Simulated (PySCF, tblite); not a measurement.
# C2H8O2SSi2: geometry, infrared bands and NMR shifts

Aim: predict the infrared bands and NMR shifts of C2H8O2SSi2 (`[SiH3]O[C@H]1CO[SiH2]S1`).

Programs: tblite 0.8.0 and PySCF 2.14.0, with density-fitted response routines of our own. Each step states its level of theory. These are calculated values for one molecule in the gas phase, unless marked as measured. Atoms count from 0, in the outputs and in this text.

## 1. Starting geometry

15 atoms, charge 0, multiplicity 1; geometry from: force field or distance geometry start.

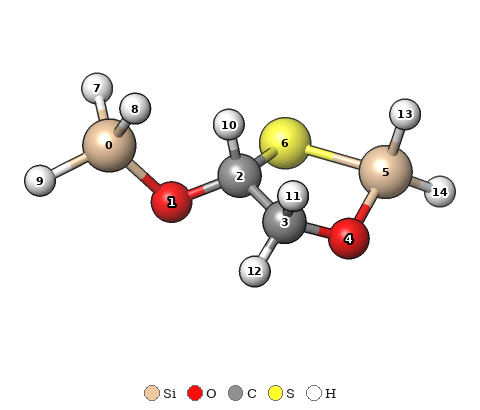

As it starts; silicon light orange, oxygen red, carbon grey, sulfur yellow, hydrogen white, atoms numbered.

## 2. Optimising the geometry with GFN2-xTB

Job settings and geometry (Å):

```
{"job": {"kind": "relax", "xc": "GFN2-xTB", "basis": "xTB"}, "charge": 0, "multiplicity": 1}
Si    -2.593800    -0.363600     0.153600
O     -1.363200    -0.329900    -1.027200
C     -0.163800     0.044900    -0.413400
C      0.908500    -0.901900    -0.503800
O      2.074800    -0.502800    -1.010000
Si     2.414400     1.115400    -0.670000
S      0.364200     1.718300    -0.942300
H     -3.135100     1.024300     0.250700
H     -2.076700    -0.683000     1.485200
H     -3.715600    -1.248300    -0.219200
H     -0.446400     0.214200     0.666900
H      1.121500    -1.295400     0.540900
H      0.556500    -1.805800    -1.045700
H      2.710300     1.226800     0.757800
H      3.340100     1.794700    -1.551100
```

Started as:

```bash
$ OMP_NUM_THREADS=1 python probes_run.py task.json out
```

This one command runs all jobs of the session in turn.

What it wrote:

```text
step      E/eV     max force
  0    -633.87180    4.194
  1    -634.28436    1.346
  2    -634.34952    0.861
  3    -634.42465    0.635
  4    -634.47295    0.671
  5    -634.55465    0.610
  6    -634.59304    0.669
  7    -634.62535    0.609
  8    -634.64973    0.439
  9    -634.67438    0.485
 10    -634.70560    0.548
 11    -634.74402    0.601
 12    -634.78684    0.605
 13    -634.82586    0.405
 14    -634.85285    0.354
 15    -634.87166    0.355
 16    -634.89300    0.428
 17    -634.91261    0.323
 18    -634.92779    0.315
 19    -634.93882    0.272
 20    -634.94676    0.217
 21    -634.95486    0.219
 22    -634.96366    0.245
 23    -634.97210    0.289
 24    -634.98041    0.251
 25    -634.98797    0.217
 26    -634.99634    0.205
 27    -635.00417    0.227
 28    -635.01043    0.226
 29    -635.01569    0.194
 30    -635.02150    0.188
 31    -635.02656    0.240
 32    -635.03087    0.193
 33    -635.03479    0.163
 34    -635.04072    0.150
 35    -635.04569    0.166
 36    -635.05040    0.161
 37    -635.05356    0.154
 38    -635.05662    0.145
 39    -635.06003    0.150
 40    -635.06290    0.105
 41    -635.06461    0.111
 42    -635.06583    0.090
 43    -635.06711    0.081
 44    -635.06886    0.084
 45    -635.07017    0.067
 46    -635.07100    0.060
 47    -635.07160    0.066
 48    -635.07225    0.059
 49    -635.07294    0.050
 50    -635.07352    0.067
 51    -635.07397    0.069
 52    -635.07439    0.055
 53    -635.07485    0.052
 54    -635.07526    0.039
 55    -635.07560    0.042
 56    -635.07597    0.045
 57    -635.07652    0.053
 58    -635.07734    0.073
 59    -635.07831    0.079
 60    -635.07917    0.078
 61    -635.07987    0.079
 62    -635.08069    0.084
 63    -635.08187    0.107
 64    -635.08333    0.106
 65    -635.08477    0.092
 66    -635.08604    0.089
 67    -635.08743    0.092
 68    -635.08928    0.120
 69    -635.09130    0.116
 70    -635.09269    0.078
 71    -635.09334    0.065
 72    -635.09376    0.108
 73    -635.09448    0.061
 74    -635.09567    0.055
 75    -635.09665    0.067
 76    -635.09734    0.068
 77    -635.09769    0.050
 78    -635.09796    0.031
 79    -635.09828    0.039
 80    -635.09857    0.033
 81    -635.09873    0.023
 82    -635.09880    0.017
 83    -635.09884    0.014
 84    -635.09888    0.013
 85    -635.09893    0.014
 86    -635.09898    0.014
 87    -635.09902    0.017
 88    -635.09906    0.018
 89    -635.09913    0.020
 90    -635.09922    0.025
 91    -635.09932    0.023
 92    -635.09941    0.022
 93    -635.09950    0.024
 94    -635.09961    0.027
 95    -635.09980    0.044
 96    -635.10004    0.051
 97    -635.10028    0.040
 98    -635.10048    0.041
 99    -635.10069    0.036
100    -635.10094    0.047
101    -635.10119    0.049
102    -635.10136    0.031
103    -635.10145    0.021
104    -635.10153    0.023
105    -635.10163    0.028
106    -635.10174    0.029
107    -635.10182    0.022
108    -635.10186    0.021
109    -635.10190    0.018
110    -635.10194    0.017
111    -635.10200    0.018
112    -635.10207    0.018
113    -635.10212    0.016
114    -635.10216    0.015
115    -635.10218    0.017
116    -635.10222    0.014
117    -635.10228    0.017
118    -635.10240    0.029
119    -635.10259    0.043
120    -635.10286    0.048
121    -635.10308    0.033
122    -635.10319    0.018
123    -635.10323    0.015
124    -635.10326    0.014
125    -635.10331    0.019
126    -635.10336    0.020
127    -635.10341    0.019
128    -635.10346    0.018
129    -635.10351    0.017
130    -635.10358    0.014
131    -635.10361    0.010
132    -635.10364    0.012
133    -635.10365    0.011
134    -635.10366    0.007
```

Wall time 1 s (1 thread of Arm Neoverse V1, shared host).

The steps of the relaxation: (not every step is listed)

```
step  energy from step 0 (eV)  largest force (eV/Å)
   0                   0.0000                4.1938
   1                  -0.4126                1.3458
   2                  -0.4777                0.8609
   3                  -0.5529                0.6345
   4                  -0.6011                0.6708
   5                  -0.6829                0.6105
   6                  -0.7212                0.6688
   7                  -0.7536                0.6093
   8                  -0.7779                0.4394
  20                  -1.0750                0.2173
  32                  -1.1591                0.1932
  44                  -1.1971                0.0843
  56                  -1.2042                0.0455
  68                  -1.2175                0.1200
  80                  -1.2268                0.0329
  92                  -1.2276                0.0222
 104                  -1.2297                0.0233
 116                  -1.2304                0.0142
 128                  -1.2317                0.0185
 129                  -1.2317                0.0175
 130                  -1.2318                0.0139
 131                  -1.2318                0.0105
 132                  -1.2318                0.0117
 133                  -1.2319                0.0108
 134                  -1.2319                0.0072
```

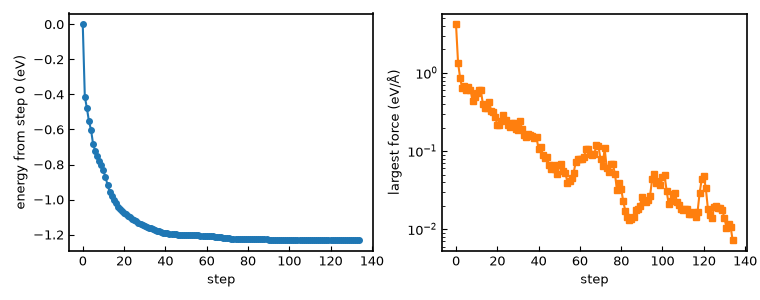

Energy and largest force along the relaxation.

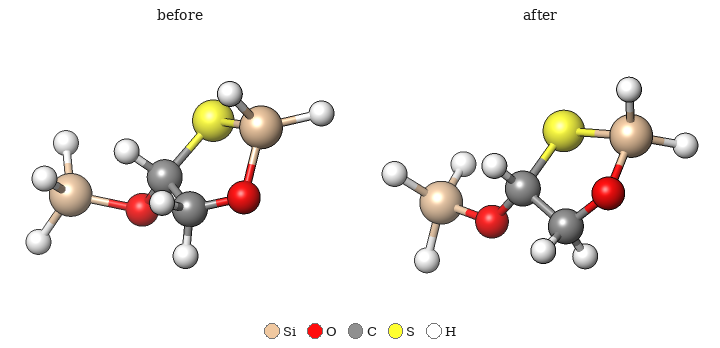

The geometry before (left) and after (right).

Distances of close pairs at the start and the end, largest changes first:

```
  bond  before (Å)  after (Å)  change (Å)
 C2–C3       1.433      1.530      +0.097
Si0–O1       1.706      1.634      -0.072
O4–Si5       1.688      1.627      -0.061
 C3–O4       1.333      1.391      +0.058
C3–H11       1.136      1.094      -0.043
 O1–C2       1.398      1.360      -0.038
Si0–H7       1.493      1.459      -0.034
C2–H10       1.129      1.099      -0.030
```

The final coordinates are the input of the step that follows.

## 3. Vibrational analysis with GFN2-xTB

Job settings and geometry (Å):

```
{"job": {"kind": "ir", "xc": "GFN2-xTB", "basis": "xTB"}, "charge": 0, "multiplicity": 1}
Si    -2.766194    -0.187207     0.103699
O     -1.263463    -0.709479    -0.268939
C     -0.058701    -0.200421     0.104012
C      1.063147    -1.038105    -0.513533
O      2.282640    -0.370677    -0.467513
Si     2.285724     1.242740    -0.678208
S      0.179318     1.550091    -0.436889
H     -3.017539     1.138464    -0.451166
H     -2.931788    -0.148156     1.559652
H     -3.488551    -1.270224    -0.542743
H      0.037926    -0.175355     1.198551
H      1.163124    -1.979024     0.035311
H      0.785288    -1.261138    -1.550227
H      3.067705     1.795043     0.410709
H      2.656949     1.621438    -2.030283
```

What it wrote:

```text
mode    cm-1     km/mol
  1      42.7      3.18
  2      58.7      2.19
  3     120.5      0.96
  4     139.1      4.40
  5     178.2      7.95
  6     285.2      2.03
  7     359.5      4.11
  8     405.6     12.18
  9     475.8      7.82
 10     489.6      5.88
 11     537.6     99.70
 12     576.1     82.68
 13     600.1     52.11
 14     634.2     85.38
 15     659.4     64.65
 16     682.8    216.71
 17     733.9    214.97
 18     772.8    243.23
 19     794.2    163.82
 20     808.4    198.24
 21     817.0    140.56
 22     833.5    260.68
 23     985.9     17.27
 24    1046.3      5.94
 25    1140.4     85.57
 26    1167.1    245.00
 27    1181.4     83.54
 28    1250.5     48.57
 29    1283.8      8.98
 30    1327.3      8.72
 31    1478.1      2.02
 32    2229.1    289.64
 33    2296.8    165.69
 34    2346.3    187.89
 35    2347.6    346.03
 36    2376.5    152.29
 37    2865.0     40.95
 38    2930.1     35.15
 39    2959.7     25.19
```

Run time: 0.58 s. Hardware: 1 thread of Arm Neoverse V1, shared host.

Which atoms move in the most intense modes:

```
cm⁻¹  km/mol                       atoms
 683   216.7          H14 38 %, H13 31 %
 734   215.0   H9 61 %, H8 17 %, H7 16 %
 773   243.2          H13 39 %, H14 39 %
 808   198.2           Si5 33 %, O4 33 %
 834   260.7  O1 35 %, Si0 28 %, C2 17 %
1167   245.0  O1 28 %, H10 26 %, C2 23 %
2229   289.6                     H8 93 %
2348   346.0           H9 59 %, H14 33 %
```

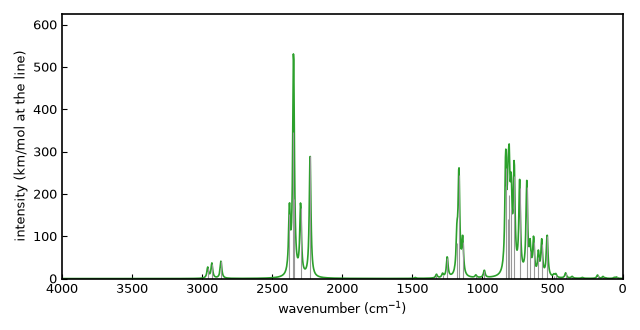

The infrared spectrum from these modes, unscaled. Lines are broadened to a width of 14 cm⁻¹ (Lorentzian).

## 4. NMR shieldings: PBE0/pcSseg-1

Same as in step 3 but for these lines:

```diff
@@ -1,2 +1,2 @@
-{"job": {"kind": "ir", "xc": "GFN2-xTB", "basis": "xTB"}, "charge": 0, "multiplicity": 1}
+{"job": {"kind": "nmr", "xc": "PBE0", "basis": "pcSseg-1"}, "charge": 0, "multiplicity": 1}
 Si    -2.766194    -0.187207     0.103699
```

Method: GIAO PBE0/pcSseg-1 NMR shielding, non-relativistic, gas phase.

What it wrote:

```text
coarse grid: 14176 points
cycle   1  E = -1207.8104050801  dE =  1.054e+00  |g| = 8.764e-01  |ddm| = 3.605e+00
cycle   2  E = -1207.6184675320  dE =  1.919e-01  |g| = 1.355e+00  |ddm| = 1.799e+00
cycle   3  E = -1207.9445680243  dE = -3.261e-01  |g| = 9.077e-02  |ddm| = 1.210e+00
cycle   4  E = -1207.9460262215  dE = -1.458e-03  |g| = 4.647e-02  |ddm| = 1.655e-01
cycle   5  E = -1207.9465601843  dE = -5.340e-04  |g| = 9.085e-03  |ddm| = 6.412e-02
cycle   6  E = -1207.9465755065  dE = -1.532e-05  |g| = 3.792e-03  |ddm| = 1.114e-02
cycle   7  E = -1207.9465788402  dE = -3.334e-06  |g| = 6.604e-04  |ddm| = 4.366e-03
final grid: 123408 points
cycle   8  E = -1208.0095529674  dE = -1.811e-05  |g| = 1.115e-02  |ddm| = 2.253e-02
cycle   9  E = -1208.0095283970  dE =  2.457e-05  |g| = 1.617e-02  |ddm| = 1.810e-02
cycle  10  E = -1208.0095746926  dE = -4.630e-05  |g| = 9.420e-04  |ddm| = 1.108e-02
cycle  11  E = -1208.0095748688  dE = -1.761e-07  |g| = 2.087e-04  |ddm| = 1.132e-03
cycle  12  E = -1208.0095748788  dE = -1.003e-08  |g| = 7.051e-05  |ddm| = 3.188e-04
cycle  13  E = -1208.0095748798  dE = -1.002e-09  |g| = 2.115e-05  |ddm| = 7.761e-05
cycle  14  E = -1208.0095748799  dE = -8.549e-11  |g| = 4.374e-06  |ddm| = 2.241e-05
converged SCF energy = -1208.0095748799

GIAO shielding tensors (ppm)
atom      isotropic    diamagn.    paramagn.     s11        s22        s33       span
  0 Si     382.697     880.347    -497.650    341.039    347.452    459.600    118.562
  1 O      294.382     397.084    -102.702    220.129    320.447    342.571    122.442
  2 C       99.078     248.753    -149.675     52.113    106.702    138.419     86.306
  3 C      111.130     246.222    -135.091     78.567    108.029    146.795     68.228
  4 O      305.380     395.088     -89.707    250.530    278.665    386.946    136.416
  5 Si     340.661     880.155    -539.494    292.690    329.094    400.198    107.507
  6 S      621.475    1060.412    -438.937    438.453    537.735    888.238    449.785
  7 H       26.567      29.666      -3.099     22.721     26.035     30.944      8.223
  8 H       26.801      29.592      -2.792     23.580     24.725     32.097      8.517
  9 H       26.910      29.316      -2.407     22.855     25.152     32.723      9.868
 10 H       25.780      32.778      -6.998     21.464     25.317     30.560      9.096
 11 H       27.255      29.453      -2.199     22.861     27.128     31.775      8.915
 12 H       28.093      30.710      -2.616     23.607     27.702     32.972      9.365
 13 H       26.189      28.809      -2.620     22.483     23.317     32.765     10.282
 14 H       25.881      28.310      -2.429     22.348     23.063     32.230      9.882
```

Wall time 30 s (1 thread of Arm Neoverse V1, shared host); peak memory 0.82 GiB.

The references, computed at this level on geometries of the same kind, shield at (ppm): 1H TMS 31.72, 13C TMS 186.9, 29Si TMS 349.2, 17O H2O 336.1, 33S CS2 504. Their shielding less the atom's gives the shift. The references are single molecules in the gas phase, so shifts against H2O, NH3, PH3, H3PO4 or CFCl3 are not on the usual liquid scales and can be off by tens of ppm. Atoms listed in one row are averaged.

```
     atoms                                                 environment  σ (ppm)  δ (ppm)  δ scaled to CDCl3
        C2                                    sp3 CH bonded to O and S     99.1     87.8               79.4
        C3                                         sp3 CH2 bonded to O    111.1     75.8               72.1
       H10                     hydrogen on an sp3 CH bonded to O and S    25.78     5.94               5.70
       H14  hydrogen on a silicon bonded to O, S, in a 5-membered ring    25.88     5.84                  –
       H13  hydrogen on a silicon bonded to O, S, in a 5-membered ring    26.19     5.53                  –
H7, H8, H9                           hydrogen on a silicon bonded to O    26.76     4.96                  –
       H11                          hydrogen on an sp3 CH2 bonded to O    27.25     4.46               4.31
       H12                          hydrogen on an sp3 CH2 bonded to O    28.09     3.62               3.52
       Si5           silicon bonded to O, S, 2 H, in a 5-membered ring    340.7      8.5                  –
       Si0                                    silicon bonded to O, 3 H    382.7    -33.5                  –
        O1                                      oxygen bonded to C, Si    294.4     41.7                  –
        O4                oxygen bonded to C, Si, in a 5-membered ring    305.4     30.7                  –
        S6                sulfur bonded to C, Si, in a 5-membered ring      621     -118                  –
```

The scaled column applies a straight-line fit of computed shieldings to shifts measured in CDCl3, with any fitted terms for Cl, Br or S neighbours (root-mean-square error 0.16 ppm for H, 1.9 ppm for C).

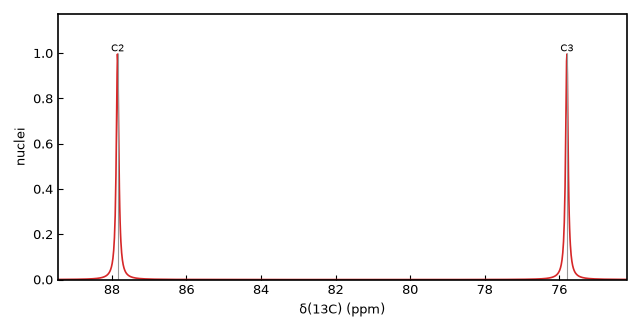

13C lines at the computed shifts, without couplings. Lines are broadened to a width of 0.08 ppm (Lorentzian).

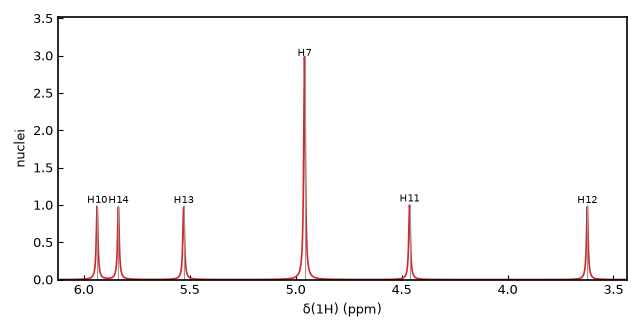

1H lines at the computed shifts, without couplings. Lines are broadened to a width of 0.01 ppm (Lorentzian).

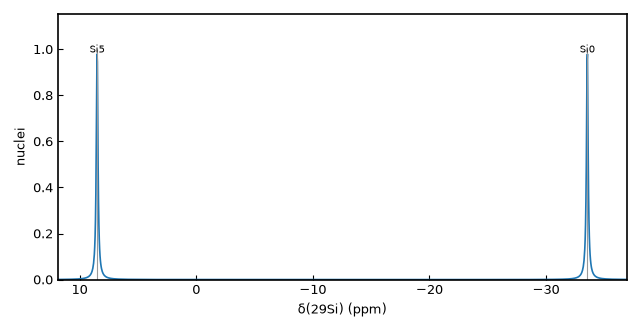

29Si lines at the computed shifts, without couplings. Lines are broadened to a width of 0.17 ppm (Lorentzian).

The run also stored atomic charges by several schemes (e):

```csv
atoms,Mulliken,IAO,Hirshfeld,ESP fit
Si0,0.71,0.86,0.38,0.55
O1,-0.60,-0.61,-0.21,-0.40
C2,-0.03,0.02,0.04,0.10
C3,0.15,-0.06,0.00,0.06
O4,-0.61,-0.64,-0.23,-0.49
Si5,0.81,0.95,0.39,0.84
S6,-0.32,-0.27,-0.13,-0.40
```

Hirshfeld charges:

Si0 0.38; O1 -0.21; C2 0.04; C3 0.00; O4 -0.23; Si5 0.39; S6 -0.13; H7 -0.08; H8 -0.08; H9 -0.07; H10 0.03; H11 0.05; H12 0.04; H13 -0.07; H14 -0.07

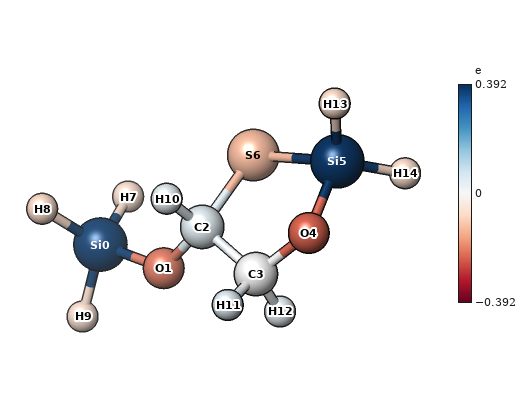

Hirshfeld charges, as colours on the atoms.

Mayer bond orders: Si0–O1 0.91, O1–C2 0.92, C2–C3 0.97, C3–O4 0.90, O4–Si5 0.99, Si5–S6 0.95, S6–C2 0.99.

Ring of atoms C2, C3, O4, Si5, S6: NICS(0) -7.8, NICS(1) -3.5, NICS(1)zz -2.6 ppm (means of both faces).

## 5. Outcome

```
                                                              quantity                                   value
                             strongest single infrared mode (GFN2-xTB)                   2348 cm⁻¹, 346 km/mol
                                          zero-point energy (GFN2-xTB)                           60.4 kcal/mol
                                13C shifts against TMS (PBE0/pcSseg-1)                          87.8, 75.8 ppm
1H shifts against TMS (PBE0/pcSseg-1, means over atoms taken as alike)  5.94, 5.84, 5.53, 4.96, 4.46, 3.62 ppm
                               29Si shifts against TMS (PBE0/pcSseg-1)                          8.5, -33.5 ppm
                                17O shifts against H2O (PBE0/pcSseg-1)                          41.7, 30.7 ppm
                                33S shifts against CS2 (PBE0/pcSseg-1)                                -118 ppm
```

What this shows: Over 134 steps the energy fell by 1.232 eV; of the close pairs, C2–C3 changed most, 1.433 to 1.530 Å. No mode is imaginary among the 39: a minimum at this level. Unscaled tight-binding wavenumbers are off by several per cent, some by more. Its intensities can rank the bands wrongly. C2 (sp3 CH bonded to O and S) lies farthest downfield among carbon, at 87.8 ppm; pulled downfield by the heteroatom. H10 (hydrogen on an sp3 CH bonded to O and S) lies farthest downfield among hydrogen, at 5.94 ppm; its carbon carries O, hence the downfield position. At PBE0/pcSseg-1: The largest span, 450 ppm, is at S6, where the paramagnetic term is -439 ppm.
